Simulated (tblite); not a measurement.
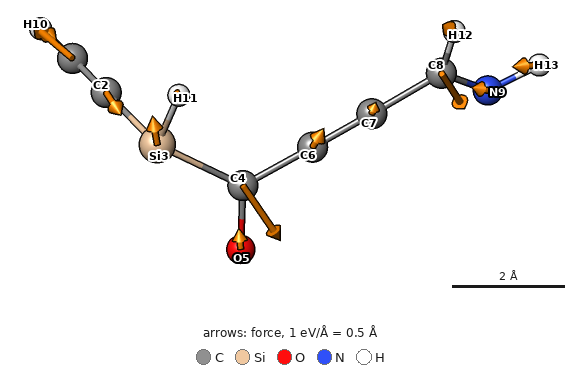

Starting geometry of C6H4NOSi (multiplicity 2) with the computed forces as orange arrows. The picture is a ball-and-stick view, seen at a tilt.

Level of theory: GFN2-xTB geometry optimisation, gas phase (tblite 0.8.0). 

Q: Is this structure relaxed? If not, where do the atoms go?

A: It isn't relaxed: the largest force vector, on a C atom, is 2.74 eV/Å. The final displacements have little in common with the starting forces (cosine between the two patterns 0.05). The energy falls by 19.6 kcal/mol in 189 geometry steps. The largest move after the best rigid fit is that of an H atom, 2.56 Å. Largest moves by element: H 2.56 Å, Si 1.66 Å, N 1.53 Å, C 1.32 Å, O 0.55 Å. Some distances before and after: C–C 1.447 → 1.405 Å, C–H 1.083 → 1.052 Å, C–Si 1.846 → 1.876 Å, C–H 1.077 → 1.101 Å. Among the angles between lasting bonds that change: C–Si–H 108.0° → 122.4°, Si–C–C 122.4° → 111.6°, C–N–H 123.6° → 114.7°. The run took 1.4 s on 1 thread of Arm Neoverse V1 (shared host).
